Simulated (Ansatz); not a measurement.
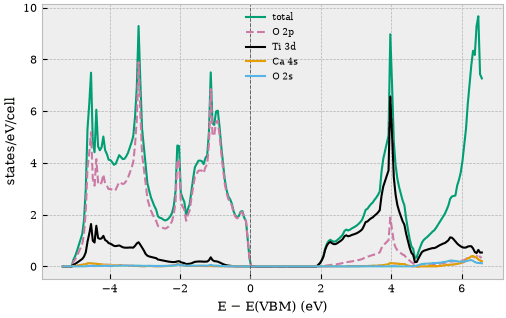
Figure. Total and projected density of states of CaTiO$_{3}$ (cubic perovskite, Pm-3m), plane-wave PAW PBEsol (Ansatz code)

Question: Which orbitals carry the states next to the gap?

Answer: Top 1 eV of the valence band: O 2p 96 %. Bottom 1 eV of the conduction band: Ti 3d 88 %, O 2p 9 %. Projections are on Löwdin-orthogonalised atomic valence shells; empty p or d shells of many metals are not among them.

Question: Where is the tallest occupied peak in this window, and what makes it?

Answer: Near -3.2 eV, about 9.3 states/eV per cell; the largest projected share is O 2p.

The workflow started from an entry of the Crystallography Open Database (COD), which files this formula under 5 space groups. Whether it is the stable phase at ambient conditions was not checked. The PBEsol relaxation kept the symmetry of its start; whether a distortion lowers the energy is not shown. The run is not spin-polarised.

Potentials: the later of the program's two PAW sets.
